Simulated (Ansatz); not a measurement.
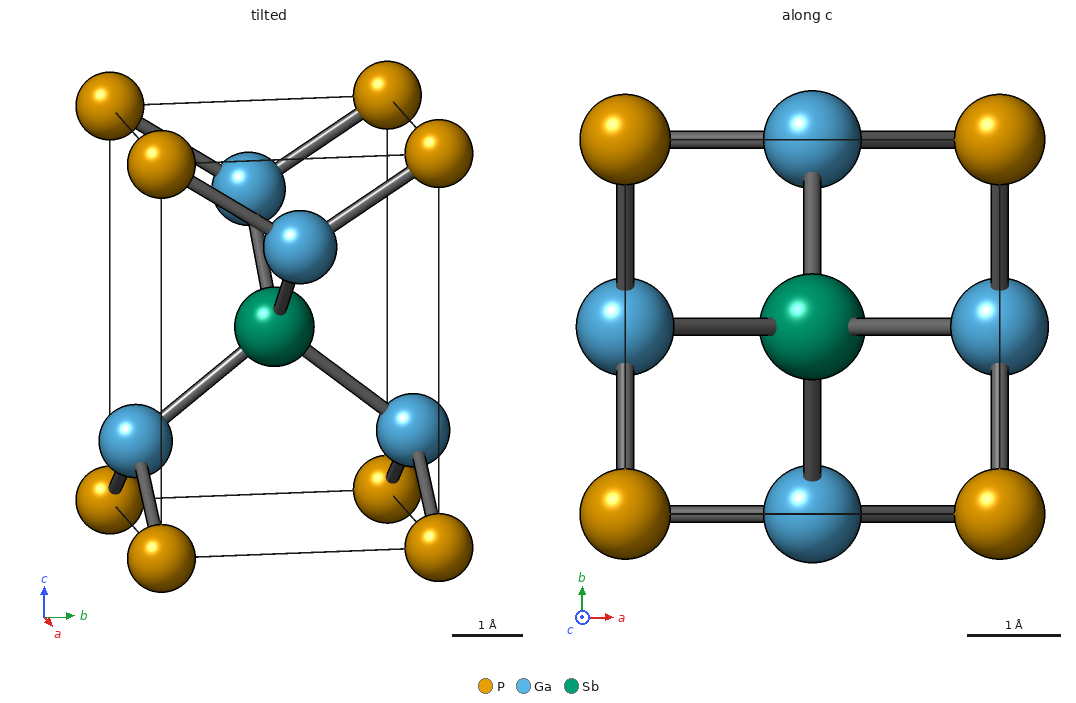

View slightly off an axis and along the c axis, drawn as a ball-and-stick model. The wireframe shows the conventional unit cell.

Ga₂SbP, space group P-4m2 (No. 115), a = 4.064 Å, b = 4.064 Å, c = 5.803 Å, α = 90.00°, β = 90.00°, γ = 90.00°. Its origin is a structure type filled with these elements by a generator (whether the compound takes this form wasn't checked). The cell was then strained or its atoms displaced on purpose. It went into a calculation with Ansatz.

This one geometry was computed with Ansatz (DFT, plane waves, PAW) at three levels of theory: HSE06, r2SCAN and PBE. It was relaxed with r2SCAN and then strained.

Which level gives the highest pressure at this volume, and what does that say about its equilibrium volume?

Answer. Highest: PBE (3.1 GPa), which points to the largest equilibrium volume. Lowest, with the smallest volume: HSE06 (1.4 GPa) and r2SCAN (1.0 GPa). Levels within 0.5 GPa of each other can't be told apart.

How does the band gap change with the level of theory?

Answer. PBE: a gap of 0.18 eV, direct; r2SCAN: a gap of 0.53 eV, direct; HSE06: a gap of 0.89 eV, direct.

Collect the results in a table.

Answer.
| level | cutoff (eV) | k-mesh of the run's cell | gap (eV) | pressure (GPa) |
| --- | --- | --- | --- | --- |
| HSE06 | 420 | 4×4×4 | 0.89 | 1.4 |
| r2SCAN | 500 | 6×6×4 | 0.53 | 1.0 |
| PBE | 420 | 6×6×4 | 0.18 | 3.1 |

Gaps are taken on the k-mesh or band path of each run.
